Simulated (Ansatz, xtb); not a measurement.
# Ligand exchange: BH(CH3)I + NH3 → BH(CH3)(NH2) + HI

Species: BH(CH3)I, singlet; NH3 (ammonia) `N`, singlet; BH(CH3)(NH2), singlet; HI (hydrogen iodide), singlet. The partners trade I for NH2: B–I and H–NH2 bonds give way to B–NH2 and H–I.

Shapes, held fixed at every level: PBE0-D4/def2-TZVP. Programs: Ansatz 0.2.0, xtb 6.7.1. The zero-point and thermal change to 298 K, harmonic and unscaled (PBE0-D4/def2-TZVP), is -4.9 kJ/mol.

| level | kind | ΔH(298 K) (kJ/mol) | less CCSD(T)/def2-TZVPP |
| --- | --- | --- | --- |
| GFN2-xTB | semi-empirical | -61.6 | +4.8 |
| HF/def2-SVP | Hartree–Fock | -82.8 | -16.4 |
| PBE-D4/def2-TZVPP | GGA | -66.0 | +0.4 |
| BHLYP-D4/def2-TZVPP | global hybrid | -71.7 | -5.3 |
| r2SCAN0-D4/def2-TZVPP | global hybrid | -66.8 | -0.4 |
| wB97M-V/def2-TZVPP | range-separated hybrid | -72.3 | -5.9 |
| MP2/def2-SVP | perturbation theory | -82.8 | -16.4 |
| CCSD/def2-TZVPP | coupled cluster or CI | -68.7 | -2.3 |
| CCSD(T)/def2-TZVPP | coupled cluster or CI | -66.4 | 0.0 |

The highest level, CCSD(T)/def2-TZVPP, gives ΔH(298 K) = -66.4 kJ/mol; the levels span -82.8 to -61.6. The column of differences is taken from that level and isn't an error. No measured value is set beside it here. For atoms past krypton def2 sets carry core potentials with scalar relativity. Outer-core shells of I are correlated in most correlated rows, in sets that cover them unevenly.

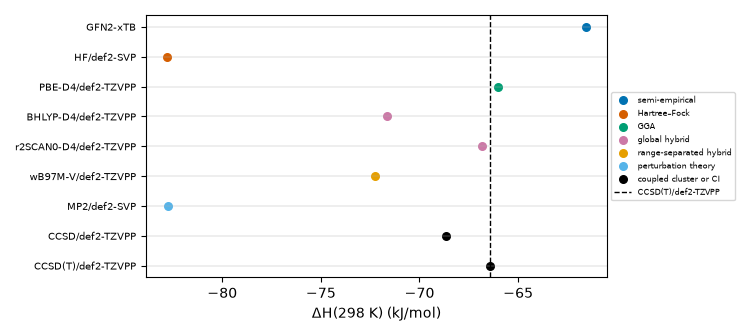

The values of the table, level by level.
